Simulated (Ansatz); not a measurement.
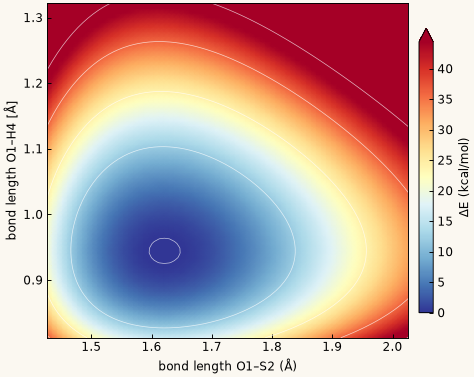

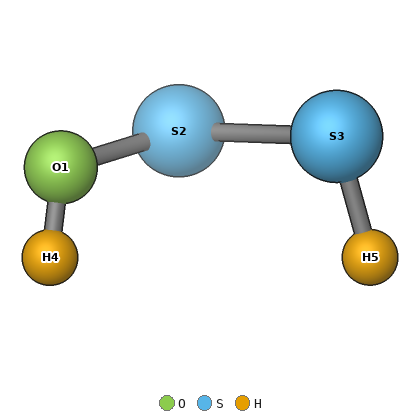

Energy landscape of H2OS2, SMILES OSS. The first coordinate is: bond length O1–S2; the second: bond length O1–H4. Nothing is relaxed (all other coordinates rigid). The grid has 15 × 15 points. Energies: kcal/mol, counted from the lowest grid point. Method: RHF/def2-TZVP (Ansatz).

Drawn: a smooth colour map with a few white contour lines, one colour for all values above the top of the scale. Between grid points the surface is interpolated. The second picture is the structure at the lowest point.

Question: What does the map say about the system?

Answer: The lowest grid point is at bond length O1–S2 = 1.641 Å, bond length O1–H4 = 0.957 Å. It is the only kind of minimum in the scanned range. The highest grid point, bond length O1–S2 = 2.026 Å, bond length O1–H4 = 1.322 Å, lies 78.1 kcal/mol above the lowest. Round the minimum the two coordinates are nearly uncoupled.

The values on the grid:

```csv
"bond length O1–H4 ↓, bond length O1–S2 →",1.427,1.469,1.512,1.555,1.598,1.641,1.684,1.726,1.769,1.812,1.855,1.898,1.941,1.984,2.026
1.322,62.9,55.0,49.7,46.7,45.5,45.8,47.3,49.5,52.6,56.1,60.1,64.4,68.8,73.5,78.1
1.285,57.5,49.3,43.9,40.8,39.5,39.8,41.2,43.4,46.4,50.0,53.9,58.2,62.7,67.3,71.9
1.249,52.1,43.8,38.3,35.1,33.8,33.9,35.3,37.5,40.5,44.0,48.0,52.2,56.7,61.3,65.9
1.212,46.7,38.3,32.6,29.3,27.9,28.1,29.4,31.6,34.5,38.0,42.0,46.2,50.7,55.3,59.9
1.176,41.5,33.0,27.2,23.8,22.4,22.5,23.8,25.9,28.9,32.4,36.3,40.6,45.0,49.6,54.2
1.140,36.6,27.9,22.1,18.6,17.1,17.2,18.4,20.6,23.5,27.0,30.9,35.2,39.6,44.3,48.9
1.103,31.8,23.1,17.2,13.7,12.1,12.1,13.4,15.5,18.4,21.9,25.8,30.1,34.6,39.2,43.8
1.067,27.7,18.9,12.9,9.4,7.8,7.8,9.0,11.1,14.0,17.5,21.4,25.7,30.2,34.8,39.4
1.030,24.3,15.3,9.3,5.7,4.1,4.1,5.3,7.4,10.3,13.8,17.7,22.0,26.4,31.1,35.7
0.994,21.8,12.8,6.7,3.1,1.5,1.4,2.6,4.7,7.6,11.1,15.1,19.3,23.8,28.4,33.1
0.957,20.5,11.5,5.4,1.7,0.1,0.0,1.2,3.3,6.2,9.7,13.7,17.9,22.4,27.1,31.7
0.921,20.9,11.9,5.7,2.0,0.3,0.3,1.5,3.6,6.5,10.0,13.9,18.2,22.7,27.4,32.0
0.885,23.4,14.2,8.0,4.3,2.7,2.6,3.8,5.9,8.8,12.4,16.3,20.6,25.1,29.8,34.5
0.848,28.5,19.4,13.2,9.5,7.8,7.7,8.9,11.1,14.0,17.5,21.5,25.8,30.4,35.1,39.7
0.812,36.9,27.8,21.5,17.8,16.2,16.1,17.3,19.5,22.4,26.0,30.0,34.3,38.9,43.6,48.3
```

The input of one point:

```yaml
crystal:
  periodic: [false, false, false]
  atoms:
    - { symbol: O, position_ang: [-1.262769, -0.762314, 0.033479] }
    - { symbol: S, position_ang: [-0.556397, 0.471725, -0.785709] }
    - { symbol: S, position_ang: [0.753227, 1.30048, 0.521529] }
    - { symbol: H, position_ang: [-0.741714, -1.561526, -0.041426] }
    - { symbol: H, position_ang: [1.840416, 0.585639, 0.241327] }
basis:
  gaussian: { orbitals: def2-TZVP }
hamiltonian:
  xc: hf
output:
  forces: true
```

The whole map (225 points run) took 6.2 min on 1 thread of Arm Neoverse V1, on a shared host.
